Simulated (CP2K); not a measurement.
# BN2H4 (SMILES N[B]N), run twice

Wanted: energy and gradient of BN2H4, PM3.

Program for the calculation: CP2K 2026.2.

5 further runs of the same task are left out: 3 that didn't finish, 2 set aside as unsound or not needed.

## 1. The molecule

BN2H4: 7 atoms, total charge 0, spin state doublet. SMILES: `N[B]N`. The shape is that of a GFN2-xTB optimisation. This is one conformer, not always the lowest.

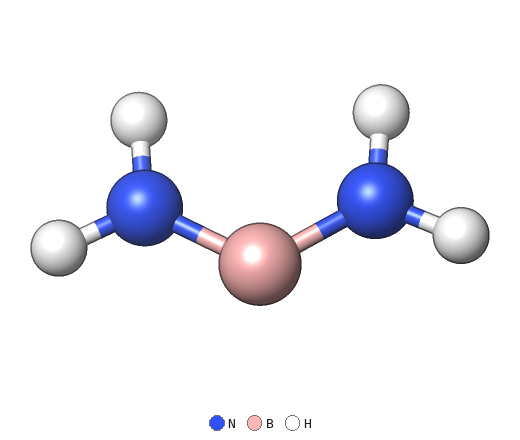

Viewed from a chosen angle; nitrogen blue, boron pink, hydrogen white.

## 2. The input as first written

The input, gas.inp:

```
&FORCE_EVAL
  METHOD QUICKSTEP
  &DFT
    CHARGE 0
    MULTIPLICITY 2
    SPIN_POLARIZED T
    &QS
      METHOD GFN2
      EPS_DEFAULT 1.0E-10
      &SE
        &COULOMB
          CUTOFF [angstrom] 50
          RC_RANGE [angstrom] 0
        &END COULOMB
        &EXCHANGE
          CUTOFF [angstrom] 50
          RC_RANGE [angstrom] 0
        &END EXCHANGE
      &END SE
    &END QS
    &POISSON
      PERIODIC NONE
      POISSON_SOLVER ANALYTIC
    &END POISSON
    &SCF
      SCF_GUESS ATOMIC
      EPS_SCF 1.0E-07
      MAX_SCF 80
      ADDED_MOS 2
      &DIAGONALIZATION
        ALGORITHM STANDARD
      &END DIAGONALIZATION
      &MIXING
        METHOD DIRECT_P_MIXING
        ALPHA 0.4
      &END MIXING
    &END SCF
    &PRINT
      &MOMENTS
        PERIODIC F
        REFERENCE COM
        MAX_MOMENT 1
      &END MOMENTS
      &MO ON
        ENERGIES T
        OCCUPATION_NUMBERS T
        NDIGITS 6
        &EACH
          QS_SCF 0
        &END EACH
        ADD_LAST NUMERIC
      &END MO
      &HIRSHFELD OFF
      &END HIRSHFELD
    &END PRINT
  &END DFT
  &SUBSYS
    &CELL
      ABC [angstrom] 15.5 13.9 14.4
      PERIODIC NONE
    &END CELL
    &COORD
      N     -0.992550     0.095140    -0.701790
      B     -0.021000    -0.743120    -0.143210
      N      0.988920    -0.226540     0.676460
      H     -1.741610    -0.210110    -1.296710
      H     -1.015210     1.096590    -0.544920
      H      1.067340     0.758830     0.902300
      H      1.714100    -0.770790     1.107850
    &END COORD
    &TOPOLOGY
      &CENTER_COORDINATES
      &END CENTER_COORDINATES
    &END TOPOLOGY
  &END SUBSYS
  &PRINT
    &FORCES ON
    &END FORCES
  &END PRINT
&END FORCE_EVAL

&GLOBAL
  PROJECT gas
  RUN_TYPE ENERGY_FORCE
  PRINT_LEVEL MEDIUM
&END GLOBAL
```

Run with:

```bash
$ OMP_NUM_THREADS=1 cp2k.psmp -i gas.inp > gas.out 2>&1
```

The log of the run:

```text
*******************************************************************************
 *   ___                                                                       *
 *  /   \                                                                      *
 * [ABORT]                                                                     *
 *  \___/                   invalid value for enumeration:GFN2                 *
 *    |                                                                        *
 *  O/|                                                                        *
 * /| |                                                                        *
 * / \                                     input/input_enumeration_types.F:215 *
 *******************************************************************************

 ===== Routine Calling Stack =====

            6 val_create_parsing
            5 section_vals_parse
            4 section_vals_parse
            3 section_vals_parse
            2 section_vals_parse
            1 read_input

Program received signal SIGABRT: Process abort signal.

Backtrace for this error:
#0  0x47fd9fd3f957 in ???
#1  0x47fdc05f4cac in __pthread_kill_implementation
#2  0x47fdc059bfb7 in raise
#3  0x47fdc0585d37 in abort
#4  0x47fda0412d83 in ???
#5  0x47fda0414297 in ???
#6  0x47fda0414497 in ???
#7  0x47fda057226f in ???
#8  0x47fda058183b in ???
#9  0x47fda058367b in ???
#10  0x47fda05838f7 in ???
#11  0x47fda05838f7 in ???
#12  0x47fda05838f7 in ???
#13  0x47fd9fe59807 in ???
#14  0x47fda06c4e8b in ???
#15  0x47fda06c9d0b in ???
#16  0x47fd9fde0db3 in ???
#17  0x47fd9fddef13 in ???
#18  0x47fdc0586573 in __libc_start_call_main
#19  0x47fdc0586657 in __libc_start_main_impl
#20  0x47fd9fddf06f in ???
#21  0xffffffffffffffff in ???
```

Run time: 0.22 s. Hardware: 1 thread of Arm Neoverse V1, shared host.

## 3. What went wrong

The input was rejected.

The log says `\___/                   invalid value for enumeration:GFN2`. The cause is that the keyword for the method is given a word that it doesn't take.

## 4. Second attempt

The input, calc.inp:

```
&GLOBAL
   PROJECT calc
   RUN_TYPE ENERGY_FORCE
   PRINT_LEVEL MEDIUM
&END

&FORCE_EVAL
   METHOD Quickstep
   &DFT
      MULTIPLICITY 2
      LSD T
      &QS
         METHOD PM3
         EPS_DEFAULT 1.0E-10
         &SE
            &COULOMB
               CUTOFF [angstrom] 50
               RC_RANGE [angstrom] 0
            &END
            &EXCHANGE
               CUTOFF [angstrom] 50
               RC_RANGE [angstrom] 0
            &END
         &END
      &END
      &POISSON
         PERIODIC NONE
         POISSON_SOLVER ANALYTIC
      &END
      &SCF
         SCF_GUESS ATOMIC
         EPS_SCF 1.0E-07
         MAX_SCF 80
         ADDED_MOS 2
         &DIAGONALIZATION
            ALGORITHM STANDARD
         &END
         &MIXING
            METHOD DIRECT_P_MIXING
            ALPHA 0.4
         &END
      &END
      &PRINT
         &MOMENTS
            PERIODIC F
            REFERENCE COM
            MAX_MOMENT 1
         &END
         &MO ON
            ENERGIES T
            OCCUPATION_NUMBERS T
            NDIGITS 6
            &EACH
               QS_SCF 0
            &END
            ADD_LAST NUMERIC
         &END
         &HIRSHFELD OFF
         &END
      &END
   &END
   &SUBSYS
      &CELL
         ABC 15.5 13.9 14.4
         PERIODIC NONE
      &END
      &COORD
         N     -0.992550     0.095140    -0.701790
         B     -0.021000    -0.743120    -0.143210
         N      0.988920    -0.226540     0.676460
         H     -1.741610    -0.210110    -1.296710
         H     -1.015210     1.096590    -0.544920
         H      1.067340     0.758830     0.902300
         H      1.714100    -0.770790     1.107850
      &END
      &TOPOLOGY
         &CENTER_COORDINATES
         &END
      &END
   &END
   &PRINT
      &FORCES ON
      &END
   &END
&END
```

Run with:

```bash
$ OMP_NUM_THREADS=1 cp2k.psmp calc.inp > calc.out
```

The log of the run:

```text
CP2K| version string:                                       CP2K version 2026.2
[...]
 GLOBAL| Method name                                                        CP2K
[...]
 GLOBAL| Run type                                                   ENERGY_FORCE
[...]
                             - Atoms:                                          7
[...]
                             - Spherical basis functions:                     16
[...]
 Number of electrons:                                                          9
[...]
     1 P_Mix/Diag. 0.40E+00    0.0     0.41367455       -12.0165985004 -1.20E+01
[...]
    29 DIIS/Diag.  0.98E-07    0.0     0.00000005       -16.3144379282 -1.46E-13
  *** SCF run converged in    29 steps ***
  Core-core repulsion energy [eV]:                            765.80715604015711
  Core Hamiltonian energy [eV]:                              -689.45721957991850
  Two-electron integral energy [eV]:                        -1040.57673865961829
  Electronic energy [eV]:                                   -1209.74558890972776
  Total energy [eV]:                                         -443.93843286957059
  Atomic reference energy [eV]:                               444.35288878097538
  Heat of formation [kcal/mol]:                                 9.55758112640891
[...]
 SE_DIPOLE| Moment [Debye]         -0.03087510      -1.10197724      -0.21253593
 SE_DIPOLE| Derivative [a.u.]       0.00000000       0.00000000       0.00000000
 ENERGY| Total FORCE_EVAL ( QS ) energy [hartree]            -16.314437928249987
 FORCES| Atomic forces [hartree/bohr]
 FORCES|   Atom     x               y               z               |f|
 FORCES|      1 -1.86295293E-02  1.42678831E-02 -1.10090253E-02   2.59196931E-02
 FORCES|      2  3.92463973E-04  1.33065656E-02  2.57687972E-03   1.35594626E-02
 FORCES|      3  1.92387710E-02  8.19201829E-03  1.53171987E-02   2.59201862E-02
 FORCES|      4  1.17876237E-02 -2.62677403E-03  8.08094939E-03   1.45309930E-02
 FORCES|      5  2.63598034E-03 -1.76529072E-02 -1.15047163E-03   1.78856677E-02
 FORCES|      6 -3.58750468E-03 -1.66725222E-02 -5.45140673E-03   1.79042179E-02
 FORCES|      7 -1.18378050E-02  1.18573640E-03 -8.36412416E-03   1.45429767E-02
 FORCES| Sum     2.63677968E-16  1.38777878E-17 -1.87350135E-16
 FORCES| Total atomic force                                       3.23757220E-16
[...]
```

It took 0.32 s on 1 thread of Arm Neoverse V1, shared host.

## 5. Outcome

Level: PM3.

| quantity | value |
| --- | --- |
| total energy | -16.31444 Eh |
| dipole moment | 1.12 D |
| HOMO energy (highest over α and β) | -7.75 eV |
| LUMO energy (lowest over α and β) | 0.16 eV |
| heat of formation at this unrelaxed shape | 9.6 kcal/mol |
| largest force on an atom | 1.333 eV/Å |

What this shows: The largest force is 1.33 eV/Å: the shape isn't a stationary point for this species at this level.
